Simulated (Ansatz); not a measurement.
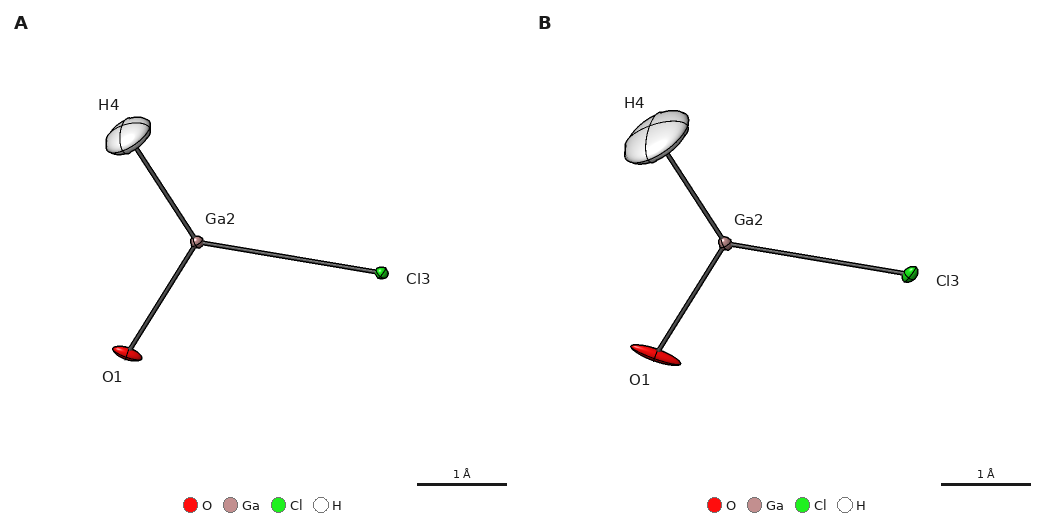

Displacement ellipsoids at the 50 % level, from the internal vibrations of the free molecule (harmonic, no overall translation or rotation; no half-axis is drawn under 0.075 Å). State: neutral, doublet. Vibrations computed with UKS PBE0-D4/def2-TZVP (Ansatz 0.2.0). One panel is for 298 K, the other for 900 K.

**Which panel is for 900 K?**

B.

**How much does the mean-square displacement of O1 grow, and why?**

U_eq goes from 0.0047 to 0.0131 Å², a factor of 2.8. Modes below kT (626 cm⁻¹ at 900 K) grow about in proportion to T, and the lowest lies at 145 cm⁻¹; the mean-square amplitude of a mode is its zero-point value times coth(ħω/2kT), which comes close to 1 only above about 3kT.
